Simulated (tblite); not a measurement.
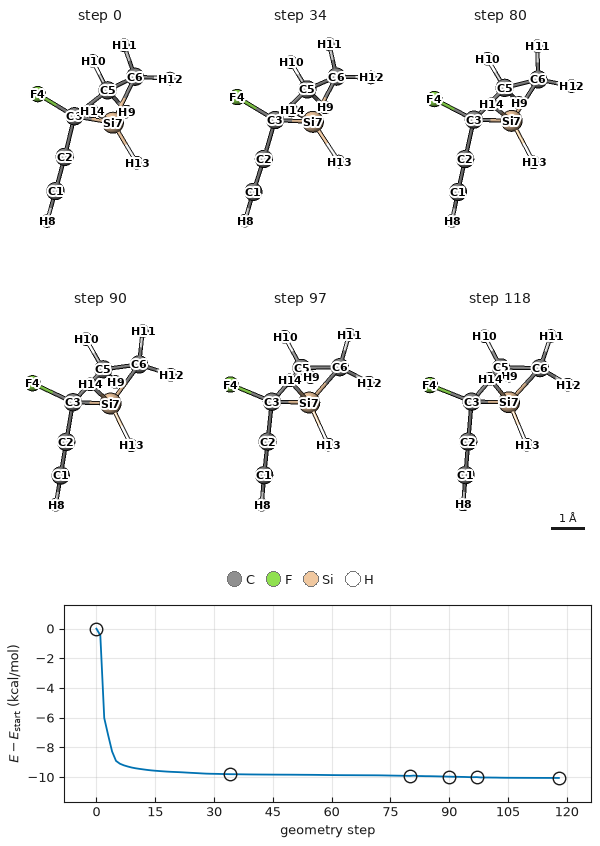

Frames of a relaxation of C₅H₇FSi, marked on the history of the run. The picture is a ball-and-stick view, seen from a free direction.

All numbers below come from GFN2-xTB geometry optimisation, gas phase (tblite). 

> Describe the path.

The energy falls by 10.1 kcal/mol in 118 geometry steps. The largest move after the best rigid fit is that of H11, 0.91 Å. By element the largest moves are H 0.91 Å, F 0.35 Å, C 0.33 Å, Si 0.21 Å. Among the contacts that change: C3–Si7 1.888 → 1.950 Å, C6–Si7 1.870 → 1.913 Å, C3–F4 1.362 → 1.400 Å, C6–H11 1.124 → 1.088 Å. Bond angles that change, for instance: Si7–C6–H11 109.0° → 118.1°, H9–C5–H10 116.7° → 108.5°, H11–C6–H12 115.2° → 107.2°. Groups turn about C5–C6 by about 40°, C3–C5 by about 30°, C6–Si7 by about 30°. Cost: 1 s on 1 thread of Arm Neoverse N1 (shared host). From step 0 to 34: H atoms move most (0.19 Å), energy −9.80 kcal/mol. From step 34 to 80: H12 moves most (0.29 Å), energy −0.12 kcal/mol. From step 80 to 90: H12 moves most (0.19 Å), energy −0.05 kcal/mol. From step 90 to 97: H12 moves most (0.26 Å), energy −0.03 kcal/mol. From step 97 to 118: H12 moves most (0.08 Å), energy −0.06 kcal/mol.

```json
{"step": "0", "E − E(0), kcal/mol": "0.00"}
{"step": "1", "E − E(0), kcal/mol": "-0.45"}
{"step": "2", "E − E(0), kcal/mol": "-6.02"}
{"step": "3", "E − E(0), kcal/mol": "-7.17"}
{"step": "4", "E − E(0), kcal/mol": "-8.27"}
{"step": "5", "E − E(0), kcal/mol": "-8.90"}
{"step": "6", "E − E(0), kcal/mol": "-9.09"}
{"step": "7", "E − E(0), kcal/mol": "-9.20"}
{"step": "8", "E − E(0), kcal/mol": "-9.28"}
{"step": "9", "E − E(0), kcal/mol": "-9.35"}
{"step": "10", "E − E(0), kcal/mol": "-9.40"}
{"step": "16", "E − E(0), kcal/mol": "-9.59"}
{"step": "21", "E − E(0), kcal/mol": "-9.66"}
{"step": "27", "E − E(0), kcal/mol": "-9.75"}
{"step": "33", "E − E(0), kcal/mol": "-9.79"}
{"step": "38", "E − E(0), kcal/mol": "-9.81"}
{"step": "44", "E − E(0), kcal/mol": "-9.83"}
{"step": "50", "E − E(0), kcal/mol": "-9.83"}
{"step": "55", "E − E(0), kcal/mol": "-9.84"}
{"step": "61", "E − E(0), kcal/mol": "-9.86"}
{"step": "67", "E − E(0), kcal/mol": "-9.87"}
{"step": "73", "E − E(0), kcal/mol": "-9.88"}
{"step": "78", "E − E(0), kcal/mol": "-9.90"}
{"step": "84", "E − E(0), kcal/mol": "-9.93"}
{"step": "90", "E − E(0), kcal/mol": "-9.96"}
{"step": "95", "E − E(0), kcal/mol": "-10.00"}
{"step": "101", "E − E(0), kcal/mol": "-10.03"}
{"step": "107", "E − E(0), kcal/mol": "-10.04"}
{"step": "112", "E − E(0), kcal/mol": "-10.05"}
{"step": "118", "E − E(0), kcal/mol": "-10.05"}
```
